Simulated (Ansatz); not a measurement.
# A workflow on GaGeH5 (SMILES [GaH2][GeH3])

We compute a series of 18 runs (HF/STO-3G, UHF/STO-3G, HF/3-21G, UHF/3-21G, HF/6-31G*, UHF/6-31G*, B3LYP/6-31G*, PBE/def2-SVP, and more) of GaGeH5. 

Program for the calculation: Ansatz 0.2.0.

**1. The molecule**

GaGeH5 has 7 atoms, charge 0, and is taken as a singlet. SMILES: `[GaH2][GeH3]`. Geometry: relaxed at PBE0-D4/def2-TZVP. The run starts from this shape.

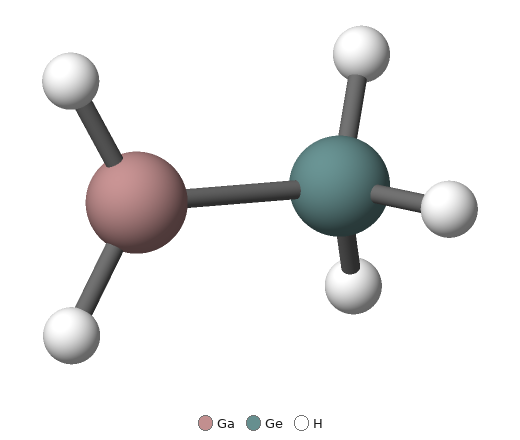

Viewed from a chosen angle; gallium pink, germanium teal, hydrogen white.

**2. A geometry optimisation at HF/STO-3G (start density atoms) (run 1)**

molecule.yaml reads:

```yaml
crystal:
  periodic: [false, false, false]
  atoms:
    - {symbol: Ga, position_ang: [-0.366500, -1.359600, 0.111400]}
    - {symbol: Ge, position_ang: [0.277800, 0.987900, -0.107400]}
    - {symbol: H, position_ang: [0.529900, -2.354300, 0.935000]}
    - {symbol: H, position_ang: [-1.693000, -1.891700, -0.542800]}
    - {symbol: H, position_ang: [-0.307500, 1.657300, -1.364600]}
    - {symbol: H, position_ang: [-0.246100, 1.779800, 1.109100]}
    - {symbol: H, position_ang: [1.805500, 1.180600, -0.140600]}
basis:
  gaussian:
    orbitals: STO-3G
hamiltonian:
  xc: hf
relax:
  f_tol: 0.002
output: {orbitals: {seedname: orbitals}}
```

Started as:

```sh
ansatz run molecule.yaml --threads 1 --pin off --max-ram 3480MiB --events-out events.jsonl --progress --plain --runs-dir runs
```

Output, shortened:

```text
Warning: RAYON_NUM_THREADS=1 ignored (pool sized by the plan → 1); use --threads N
[...]
Functional definition: HF
  name "HF"
[...]
448 factors; integrals over basis functions are off by at most 1.5e-5 eV
[...]
mean field -107635.61793155 eV, -3955.5360009422 hartree, gradient 1.3e-5 eV, S^2 0.000000; 1 other end points of the search recorded, 0 dependent functions left out
[...]
reference -107635.61793155 eV, -3955.5360009422 hartree; 34, 34 occupied and 7, 7 virtual orbitals, 448 factors
relax step   1: F+E_penalty+E_count = -107635.61793155 eV  Δ(F+E_penalty+E_count) = +0.000e0 eV  max|allowed force component| = 2.519e0 eV/Å  Δτ_max = 0.0000 Å  (291 SCF iters, accepted)
[...]
relax step   7: F+E_penalty+E_count = -107637.15003439 eV  Δ(F+E_penalty+E_count) = -3.667e-4 eV  max|allowed force component| = 5.378e-3 eV/Å  Δτ_max = 0.0103 Å  (29 SCF iters, accepted)
[...]
relax step   8: F+E_penalty+E_count = -107637.15004145 eV  Δ(F+E_penalty+E_count) = -7.060e-6 eV  max|allowed force component| = 7.642e-4 eV/Å  Δτ_max = 0.0026 Å  (29 SCF iters, accepted)
448 factors; integrals over basis functions are off by at most 1.9e-5 eV
[...]
mean field -107637.15004145 eV, -3955.5923049427 hartree, gradient 2.1e-5 eV, S^2 0.000000; 1 other end points of the search recorded, 0 dependent functions left out
[...]
reference -107637.15004145 eV, -3955.5923049427 hartree; 34, 34 occupied and 7, 7 virtual orbitals, 448 factors
Total energy: -107637.15004145 eV, -3955.5923049427 hartree
Atom 0 at    -0.360231    -1.328384     0.112362 Å, force    -0.000619    -0.000397    -0.000358 eV/Å
Atom 1 at     0.254552     0.910469    -0.096264 Å, force    -0.000106     0.000524    -0.000764 eV/Å
Atom 2 at     0.395753    -2.109218     0.804097 Å, force     0.000190     0.000213    -0.000177 eV/Å
Atom 3 at    -1.445820    -1.729085    -0.452383 Å, force     0.000277     0.000252     0.000432 eV/Å
Atom 4 at    -0.291823     1.531053    -1.263895 Å, force     0.000092    -0.000533     0.000224 eV/Å
Atom 5 at    -0.226028     1.640623     1.035124 Å, force    -0.000312     0.000031     0.000416 eV/Å
Atom 6 at     1.673698     1.084541    -0.138941 Å, force     0.000478    -0.000091     0.000228 eV/Å
Dipole moment:    -0.005488    -0.019351     0.004039 e Å
```

It took 14 s on 1 thread of Arm Neoverse N1, shared host; peak memory 0.096 GiB.

The path in brief:

```csv
step,energy from the first frame kept (eV),largest force (eV/Å)
1,0.0000,2.9723
2,-1.2697,1.7718
3,-1.4468,1.0423
4,-1.4243,1.3454
5,-1.5286,0.1917
6,-1.5317,0.0313
7,-1.5321,0.0064
8,-1.5321,0.0009
```

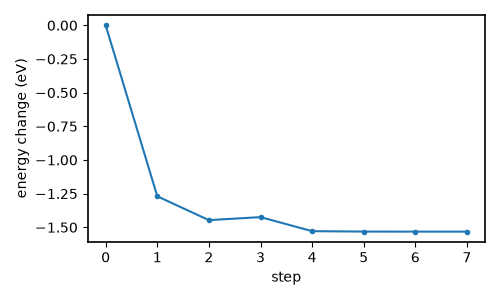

Energy along the run.

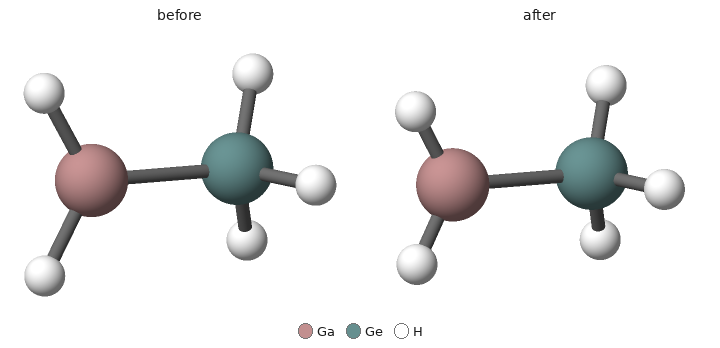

Before and after, at one scale.

After the run. Bond lengths: Ga1–Ge2 2.331 Å, Ga1–H3 1.288 Å, Ga1–H4 1.288 Å, Ge2–H5 1.431 Å, Ge2–H6 1.430 Å, Ge2–H7 1.430 Å. Angles: Ga1–Ge2–H5 112.9°, Ga1–Ge2–H6 109.3°, Ga1–Ge2–H7 112.4°, Ge2–Ga1–H3 118.4°, Ge2–Ga1–H4 118.8°, H5–Ge2–H6 107.2°, H5–Ge2–H7 107.6°, H6–Ge2–H7 107.2°, H3–Ga1–H4 122.8°.

**3. The harmonic vibrations at HF/STO-3G (start density atoms) (run 2)**

run.yaml reads:

```yaml
crystal:
  periodic: [false, false, false]
  atoms:
    - {symbol: Ga, position_ang: [-0.360231, -1.328384, 0.112362]}
    - {symbol: Ge, position_ang: [0.254552, 0.910469, -0.096264]}
    - {symbol: H, position_ang: [0.395753, -2.109218, 0.804097]}
    - {symbol: H, position_ang: [-1.445820, -1.729085, -0.452383]}
    - {symbol: H, position_ang: [-0.291823, 1.531053, -1.263895]}
    - {symbol: H, position_ang: [-0.226028, 1.640623, 1.035124]}
    - {symbol: H, position_ang: [1.673698, 1.084541, -0.138941]}
basis:
  gaussian:
    orbitals: STO-3G
hamiltonian:
  xc: hf
phonons:
  temperatures: {t_min: 298.15, t_max: 298.15, t_step: 1}
```

Started as:

```sh
ansatz run run.yaml --threads 1 --pin off --max-ram 3480MiB --events-out events.jsonl --progress --plain --runs-dir runs
```

Output, shortened:

```text
Warning: RAYON_NUM_THREADS=1 ignored (pool sized by the plan → 1); use --threads N
[... 2 set-up lines as earlier in the session ...]
[...]
448 factors; integrals over basis functions are off by at most 2.1e-5 eV
[...]
mean field -107637.15004787 eV, -3955.5923051786 hartree, gradient 2.5e-5 eV, S^2 0.000000; 0 other end points of the search recorded, 0 dependent functions left out
[...]
reference -107637.15004787 eV, -3955.5923051786 hartree; 34, 34 occupied and 7, 7 virtual orbitals, 448 factors
[...]
448 factors; integrals over basis functions are off by at most 2.1e-5 eV
[...]
mean field -107637.15000367 eV, -3955.5923035543 hartree, gradient 1.6e-6 eV, S^2 0.000000; 0 other end points of the search recorded, 0 dependent functions left out
[...]
reference -107637.15000367 eV, -3955.5923035543 hartree; 34, 34 occupied and 7, 7 virtual orbitals, 448 factors
[...]
reference -107637.15003835 eV, -3955.5923048285 hartree; 34, 34 occupied and 7, 7 virtual orbitals, 448 factors
Total energy: -107637.15004787 eV, -3955.5923051786 hartree
Atom 0 at    -0.360231    -1.328384     0.112362 Å, force    -0.000596    -0.000309    -0.000361 eV/Å
Atom 1 at     0.254552     0.910469    -0.096264 Å, force    -0.000118     0.000477    -0.000782 eV/Å
Atom 2 at     0.395753    -2.109218     0.804097 Å, force     0.000210     0.000200    -0.000163 eV/Å
Atom 3 at    -1.445820    -1.729085    -0.452383 Å, force     0.000254     0.000248     0.000416 eV/Å
Atom 4 at    -0.291823     1.531053    -1.263895 Å, force     0.000092    -0.000545     0.000230 eV/Å
Atom 5 at    -0.226028     1.640623     1.035124 Å, force    -0.000322     0.000031     0.000432 eV/Å
Atom 6 at     1.673698     1.084541    -0.138941 Å, force     0.000481    -0.000101     0.000229 eV/Å
Dipole moment:    -0.005488    -0.019351     0.004039 e Å
Vibrations: 30.35 238.88 421.51 515.88 644.16 692.75 839.38 1053.99 1161.38 1165.37 1724.93 2345.66 2400.28 2405.45 2470.82 cm⁻¹, zero-point energy 1.122724 eV
```

It took 42 s on 1 thread of Arm Neoverse N1, shared host; peak memory 0.09 GiB.

Runs 3 to 12 aren't shown in full; the table further down has their settings and results.

**4. A geometry optimisation at B3LYP/6-31G(d) (Cartesian functions, start density atoms) (run 13)**

Changes to molecule.yaml since step 2:

```diff
@@ -11,8 +11,6 @@
 basis:
-  gaussian:
-    orbitals: STO-3G
-hamiltonian:
-  xc: hf
-relax:
-  f_tol: 0.002
+  gaussian: {orbitals: "6-31G*"}
+magnetization: {spin_polarized: false, initial_magnetization: 0}
+hamiltonian: {xc: {name: B3LYP}}
 output: {orbitals: {seedname: orbitals}}
+relax: {f_tol: 0.002}
```

Started as:

```sh
ansatz run molecule.yaml --threads 1 --pin off --max-ram 3480MiB --events-out events.jsonl --progress --plain --runs-dir runs
```

Output, shortened:

```text
Warning: RAYON_NUM_THREADS=1 ignored (pool sized by the plan → 1); use --threads N
[...]
Functional definition: B3LYP
  name "B3LYP"
[...]
876 factors; integrals over basis functions are off by at most 3.2e-4 eV
[...]
mean field -108964.77728627 eV, -4004.3817062917 hartree, gradient 3.2e-5 eV, S^2 0.000000; 0 other end points of the search recorded, 0 dependent functions left out
[...]
reference -108964.77756487 eV, -4004.3817165301 hartree; 34, 34 occupied and 46, 46 virtual orbitals, 876 factors
relax step   1: F+E_penalty+E_count = -108964.77728627 eV  Δ(F+E_penalty+E_count) = +0.000e0 eV  max|allowed force component| = 1.287e-1 eV/Å  Δτ_max = 0.0000 Å  (23 SCF iters, accepted)
[...]
relax step   3: F+E_penalty+E_count = -108964.78272134 eV  Δ(F+E_penalty+E_count) = -2.576e-4 eV  max|allowed force component| = 4.264e-3 eV/Å  Δτ_max = 0.0075 Å  (20 SCF iters, accepted)
[...]
mean field -108964.78273005 eV, -4004.3819063470 hartree, gradient 1.0e-5 eV, S^2 0.000000; 1 other end points of the search recorded, 0 dependent functions left out
[...]
reference -108964.78300922 eV, -4004.3819166061 hartree; 34, 34 occupied and 46, 46 virtual orbitals, 876 factors
Total energy: -108964.78300922 eV, -4004.3819166061 hartree
Atom 0 at    -0.370398    -1.374402     0.112566 Å, force     0.000163     0.000959     0.000168 eV/Å
Atom 1 at     0.280304     0.996656    -0.108578 Å, force    -0.000591    -0.000668     0.000969 eV/Å
Atom 2 at     0.527505    -2.378361     0.939526 Å, force     0.000119    -0.000378    -0.000241 eV/Å
Atom 3 at    -1.703172    -1.913960    -0.543303 Å, force    -0.000045    -0.000271    -0.000281 eV/Å
Atom 4 at    -0.306016     1.674912    -1.370642 Å, force    -0.000053    -0.000158    -0.000287 eV/Å
Atom 5 at    -0.243588     1.798696     1.112062 Å, force     0.000201     0.000581    -0.000210 eV/Å
Atom 6 at     1.815465     1.196460    -0.141533 Å, force     0.000205    -0.000065    -0.000118 eV/Å
Dipole moment:    -0.011975    -0.056514    -0.002320 e Å
```

It took 32 s on 1 thread of Arm Neoverse N1, shared host; peak memory 0.17 GiB.

The path in brief:

```csv
step,energy from the first frame kept (eV),largest force (eV/Å)
1,0.0000,0.1352
2,-0.0052,0.0322
3,-0.0054,0.0049
4,-0.0054,0.0013
```

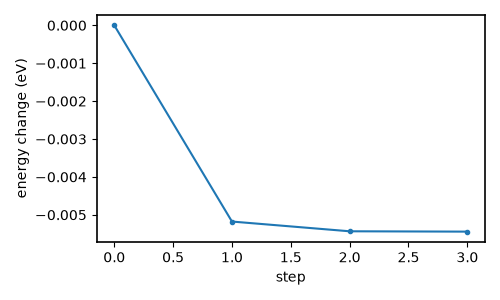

Energy along the run.

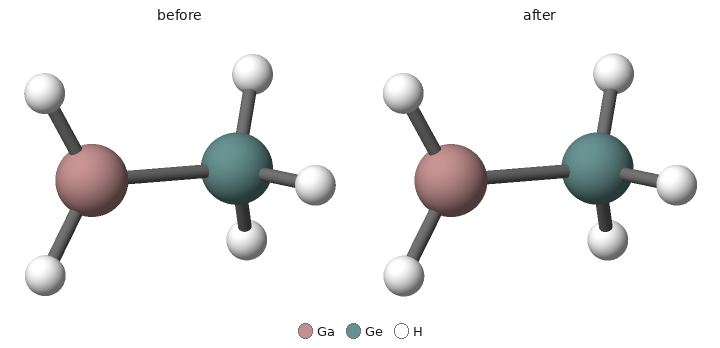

Before and after, at one scale.

After the run. Bond lengths: Ga1–Ge2 2.469 Å, Ga1–H3 1.581 Å, Ga1–H4 1.580 Å, Ge2–H5 1.548 Å, Ge2–H6 1.552 Å, Ge2–H7 1.548 Å. Angles: Ga1–Ge2–H5 113.2°, Ga1–Ge2–H6 109.7°, Ga1–Ge2–H7 112.8°, Ge2–Ga1–H3 120.5°, Ge2–Ga1–H4 120.9°, H5–Ge2–H6 106.7°, H5–Ge2–H7 107.6°, H6–Ge2–H7 106.5°, H3–Ga1–H4 118.6°.

Runs 14 to 17 aren't shown in full; the table further down has their settings and results.

**5. Vibrational wavenumbers at MP2/6-31G(d) (Cartesian functions, start density atoms) (run 18)**

job.yaml reads:

```yaml
crystal:
  periodic: [false, false, false]
  atoms:
    - {symbol: Ga, position_ang: [-0.367635, -1.364075, 0.111739]}
    - {symbol: Ge, position_ang: [0.278219, 0.993183, -0.105949]}
    - {symbol: H, position_ang: [0.531263, -2.363202, 0.936332]}
    - {symbol: H, position_ang: [-1.697373, -1.898864, -0.545194]}
    - {symbol: H, position_ang: [-0.308785, 1.660180, -1.368228]}
    - {symbol: H, position_ang: [-0.245709, 1.789988, 1.112198]}
    - {symbol: H, position_ang: [1.810121, 1.182790, -0.140799]}
basis:
  gaussian:
    orbitals: "6-31G*"
correlation:
  method: mp2
total_charge: 0
phonons:
  temperatures: {t_min: 298.15, t_max: 298.15, t_step: 1}
```

Started as:

```sh
ansatz run job.yaml --threads 1 --pin off --max-ram 3480MiB --events-out events.jsonl --progress --plain --runs-dir runs
```

Output, shortened:

```text
Warning: RAYON_NUM_THREADS=1 ignored (pool sized by the plan → 1); use --threads N
[... 2 set-up lines as earlier in the session ...]
[...]
876 factors; integrals over basis functions are off by at most 3.2e-4 eV
[...]
mean field -108870.75257576 eV, -4000.9263619125 hartree, gradient 2.6e-6 eV, S^2 0.000000; 0 other end points of the search recorded, 0 dependent functions left out
18 core orbitals not correlated: weight in the atoms' cores, before any rotation towards them, 1.000 or more for the frozen orbitals, at most 0.000 for the correlated occupied ones
reference -108870.75257576 eV, -4000.9263619125 hartree; 16, 16 occupied and 46, 46 virtual orbitals, 876 factors
second order -13.59547229 eV of doubles, -0.00000000 eV of singles
[...]
876 factors; integrals over basis functions are off by at most 3.2e-4 eV
[...]
second order -13.59544627 eV of doubles, -0.00000000 eV of singles
[...]
Total energy: -108884.34804805 eV, -4001.4259863040 hartree
Atom 0 at    -0.367635    -1.364075     0.111739 Å, force     0.000038     0.000080    -0.000026 eV/Å
Atom 1 at     0.278219     0.993183    -0.105949 Å, force    -0.000017     0.000040    -0.000004 eV/Å
Atom 2 at     0.531263    -2.363202     0.936332 Å, force     0.000046    -0.000084     0.000017 eV/Å
Atom 3 at    -1.697373    -1.898864    -0.545194 Å, force    -0.000049     0.000017    -0.000030 eV/Å
Atom 4 at    -0.308785     1.660180    -1.368228 Å, force     0.000014    -0.000097     0.000044 eV/Å
Atom 5 at    -0.245709     1.789988     1.112198 Å, force     0.000009     0.000055    -0.000010 eV/Å
Atom 6 at     1.810121     1.182790    -0.140799 Å, force    -0.000041    -0.000011     0.000009 eV/Å
Dipole moment:    -0.015193    -0.067973    -0.001164 e Å
Vibrations: 10.73 259.31 331.53 373.81 523.46 595.84 750.01 835.75 906.98 911.56 1961.66 1970.31 2139.05 2155.24 2161.60 cm⁻¹, zero-point energy 0.984859 eV
Checks for a lower state left out: cluster_reference
```

It took 4.6 min on 1 thread of Arm Neoverse N1, shared host; peak memory 0.17 GiB.

**6. The series**

```csv
run,level,task,walk f tol,partner,energy (Eh),dipole moment (D),wall time
1,HF/STO-3G (start density atoms),optimise,0.002,base,-3955.592305,0.10,14 s
2,HF/STO-3G (start density atoms),frequencies,–,base,-3955.592305,0.10,42 s
3,UHF/STO-3G (start density atoms),energy,–,cation,-3955.402764,–,9.3 s
4,UHF/STO-3G (start density atoms),optimise,–,cation,-3955.477652,–,33 s
5,HF/3-21G (start density atoms),optimise,0.002,base,-3982.065415,0.56,6.9 s
6,HF/3-21G (start density atoms),frequencies,–,base,-3982.065416,0.56,38 s
7,UHF/3-21G (start density atoms),energy,–,cation,-3981.732165,–,2.5 s
8,UHF/3-21G (start density atoms),optimise,–,cation,-3981.773581,–,13 s
9,"HF/6-31G* (Cartesian functions, start density atoms)",optimise,0.002,base,-4000.926683,0.38,32 s
10,"HF/6-31G* (Cartesian functions, start density atoms)",frequencies,–,base,-4000.926683,0.38,2.4 min
11,"UHF/6-31G* (Cartesian functions, start density atoms)",energy,–,cation,-4000.596068,–,6.6 s
12,"UHF/6-31G* (Cartesian functions, start density atoms)",optimise,–,cation,-4000.638207,–,39 s
13,"B3LYP/6-31G* (Cartesian functions, start density atoms)",optimise,0.002,base,-4004.381917,0.28,32 s
14,"B3LYP/6-31G* (Cartesian functions, start density atoms)",frequencies,–,base,-4004.381917,0.28,3.5 min
15,PBE/def2-SVP (start density atoms),optimise,0.002,base,-4003.703451,0.28,20 s
16,PBE/def2-SVP (start density atoms),frequencies,–,base,-4003.703451,0.28,98 s
17,"MP2/6-31G* (Cartesian functions, start density atoms)",optimise,0.002,base,-4001.425986,0.33,40 s
18,"MP2/6-31G* (Cartesian functions, start density atoms)",frequencies,–,base,-4001.425986,0.33,4.6 min
```

**7. Results**

| quantity | value |
| --- | --- |
| run 18, MP2/6-31G*: total energy | -4001.42599 Eh |
| run 18, MP2/6-31G*: dipole moment (correlated density) | 0.33 D |
| run 18, MP2/6-31G*: correlation energy (18 core orbitals frozen) | -499.6 mEh |
| run 18, MP2/6-31G*: largest force on an atom | 0.000 eV/Å |
| run 18, MP2/6-31G*: lowest harmonic wavenumber | 11 cm⁻¹ |
| run 18, MP2/6-31G*: highest harmonic wavenumber | 2162 cm⁻¹ |
| run 18, MP2/6-31G*: zero-point energy | 95.0 kJ/mol |
| vertical ionisation energy (to the doublet cation), HF/STO-3G | 5.158 eV |
| vertical ionisation energy (to the doublet cation), HF/3-21G | 9.068 eV |
| vertical ionisation energy (to the doublet cation), HF/6-31G* | 8.996 eV |
| adiabatic ionisation energy (to the doublet cation, no zero-point term), HF/STO-3G | 3.120 eV |
| adiabatic ionisation energy (to the doublet cation, no zero-point term), HF/3-21G | 7.941 eV |
| adiabatic ionisation energy (to the doublet cation, no zero-point term), HF/6-31G* | 7.850 eV |

At HF/STO-3G: removing an electron at fixed nuclei costs 5.16 eV (119 kcal/mol). In a minimal basis such a difference can be off by several eV, whatever the method. At HF/3-21G: removing an electron at fixed nuclei costs 9.07 eV (875 kJ/mol). At HF/6-31G*: removing an electron at fixed nuclei costs 9.00 eV (868 kJ/mol). At HF/STO-3G: the adiabatic ionisation energy (to the doublet cation, no zero-point term) is 3.12 eV (301 kJ/mol). At HF/3-21G: the adiabatic ionisation energy (to the doublet cation, no zero-point term) is 7.94 eV (183 kcal/mol). Totals of different functionals can't be ranked against each other. In runs 1, 2, 3, 4 the basis is minimal, so the values are rough. All runs together took 18 min, the longest 4.6 min.
